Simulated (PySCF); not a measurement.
```xyz
17

C    -1.9198   -0.7584    0.4806
P    -0.5900    0.5042    0.7451
C    -1.1196    1.7147   -0.5536
C     0.7315   -0.3291   -0.2252
C     1.7185   -1.1864    0.5129
C     2.1476    0.1324   -0.0382
H    -1.6721   -1.6563    1.0430
H    -2.0206   -1.0069   -0.5753
H    -2.8641   -0.3655    0.8528
H    -2.0290    2.2147   -0.2260
H    -0.3393    2.4625   -0.6796
H    -1.3021    1.2160   -1.5046
H     0.4401   -0.6514   -1.2215
H     2.0739   -2.0879    0.0356
H     1.6091   -1.2753    1.5840
H     2.8005    0.1472   -0.8986
H     2.3285    0.9376    0.6587
```

Geometry: GFN2-xTB.

Theory: PySCF, PBE0/pcSseg-1, SCF density, gas phase, non-relativistic.

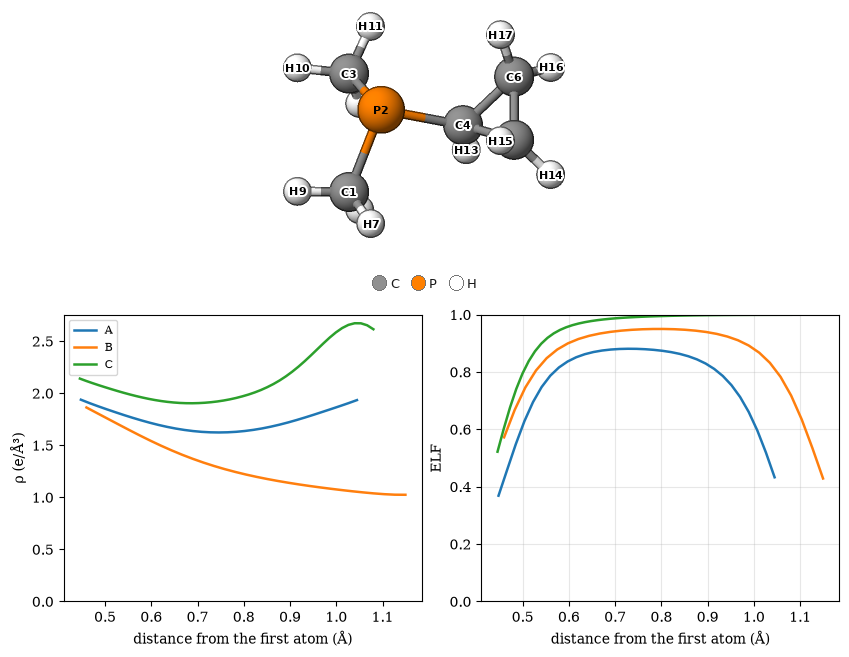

C$_{5}$H$_{11}$P (SMILES CP(C)C1CC1). Electron density and electron localisation function along straight lines between neighbouring atoms. The curves leave out the atomic cores. The structure is drawn too.

**Which curve belongs to which contact (C–C, C–H and C–P)? The first atom named is at distance zero.**

Curve A: C–C (1.49 Å): ρ at the midpoint is about 1.6 e/Å³; the ELF peaks at about 0.90 between the atoms; a shared electron pair. Curve B: C–P (1.84 Å): ρ at the midpoint is about 1.1 e/Å³; the ELF peaks at about 0.95 between the atoms (localised, covalent bonding). Curve C: C–H (1.08 Å): ρ at the midpoint is about 2 e/Å³; the ELF climbs to about 1 towards the hydrogen, as it does in any bond to H; a covalent bond by its length.
